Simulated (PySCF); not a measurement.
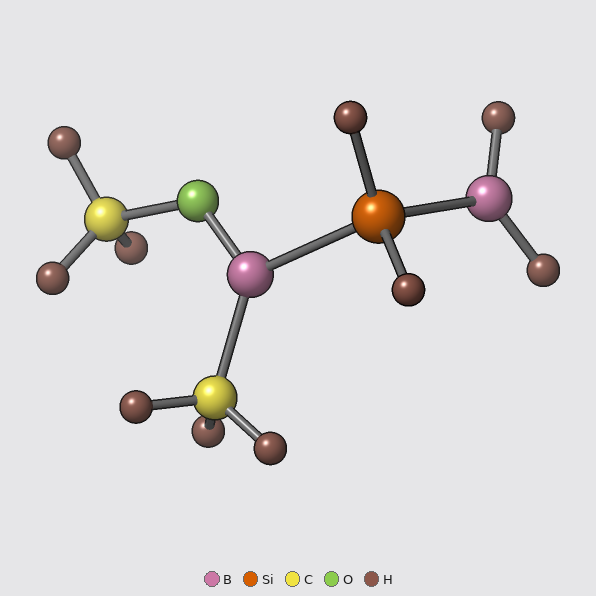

The computed structure is the end point of a GFN2-xTB optimisation. No frequency run is at hand to confirm it as a minimum.

Draw it as a skeletal formula.

SMILES: B[SiH2]B(C)OC

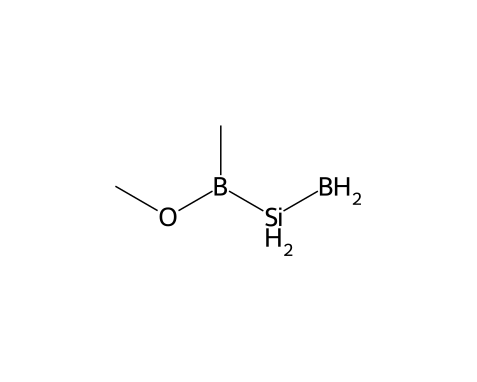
